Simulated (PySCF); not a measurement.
Consider H14LaO7 (charge +3).

Input

```
mol = gto.M(atom='''
La    -0.00165    -0.00000    -0.00000
O     -0.00208     0.00000     2.54799
H      0.76177     0.00000     3.15849
H     -0.76629     0.00000     3.15807
O     -0.00208    -0.00000    -2.54799
H      0.76177    -0.00000    -3.15849
H     -0.76629    -0.00000    -3.15807
O      2.59006    -0.00000     0.00000
H      3.19868     0.00000     0.76222
H      3.19868    -0.00000    -0.76222
O      0.79588     2.45088    -0.00000
H      0.96624     3.03038     0.76582
H      0.96624     3.03038    -0.76582
O     -2.08887     1.52932    -0.00000
H     -2.56289     1.90817     0.76367
H     -2.56289     1.90817    -0.76367
O     -2.08887    -1.52932     0.00000
H     -2.56289    -1.90817     0.76367
H     -2.56289    -1.90817    -0.76367
O      0.79588    -2.45088     0.00000
H      0.96624    -3.03038     0.76582
H      0.96624    -3.03038    -0.76582''',
    basis={'La': 'lcecp-1-SVP', 'O': 'def2-SVP', 'H': 'def2-SVP'},
    ecp={'La': 'lcecp-1-SVP'},
    charge=3, spin=0)
mf = dft.RKS(mol, xc='R2SCAN')
mf.grids.atom_grid = (75, 302)  # f atoms: at least (60, 302), unpruned
mf = mf.density_fit()  # La AutoAux, O def2-universal-JKFIT, H def2-universal-JKFIT
mf.conv_tol = 1e-09; mf.max_cycle = 55
mf.kernel(dm0)
```

Command:

```sh
OMP_NUM_THREADS=4 python run.py
```

Core potentials replace the inner electrons of La.

Computed with RKS r2SCAN, La lcecp-1-SVP with ECP46, O def2-SVP, H def2-SVP; non-relativistic Hamiltonian with scalar-relativistic core potentials where named; density fitting in PySCF.

> Predict the electron density and electron localisation function between the atoms.

La–O (2.55 Å): the density is about 0.31 e/Å³ at the midpoint, with its minimum of 0.27 e/Å³ about 1.4 Å from La; the ELF peaks at about 0.90 in the valence shell of O, 0.7 Å from its nucleus, and drops to about 0.15 between the two atoms; a closed-shell, largely ionic contact.
O–H (0.98 Å): the density is about 3.6 e/Å³ at the midpoint; the ELF climbs to about 1 towards the hydrogen, as it does in any bond to H: an ordinary covalent bond to hydrogen.
La–O (2.59 Å): ρ is about 0.28 e/Å³ halfway, with its minimum of 0.25 e/Å³ about 1.4 Å from La; the ELF peaks at about 0.90 in the valence shell of O, 0.7 Å from its nucleus, and drops to about 0.15 between the two atoms (a largely ionic contact).

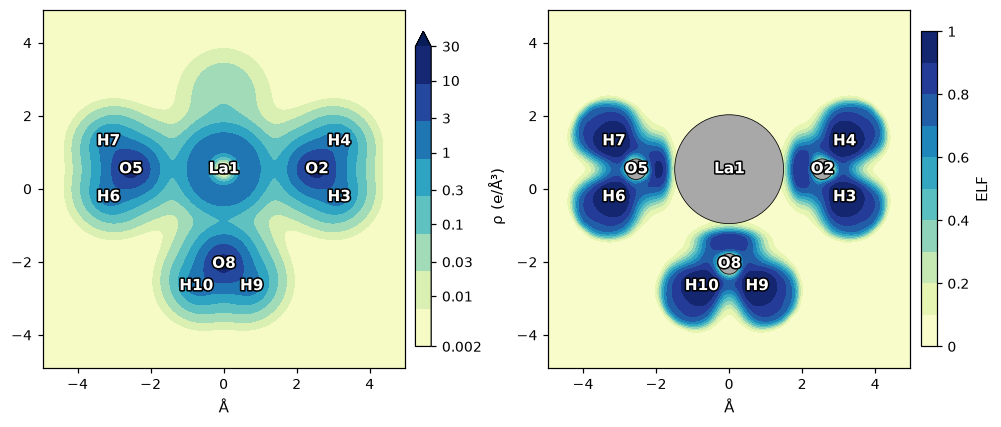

Computed electron density and electron localisation function on the plane of atoms La1, O2 and H3, in this order. Grey discs cover the atomic cores in the ELF map. 
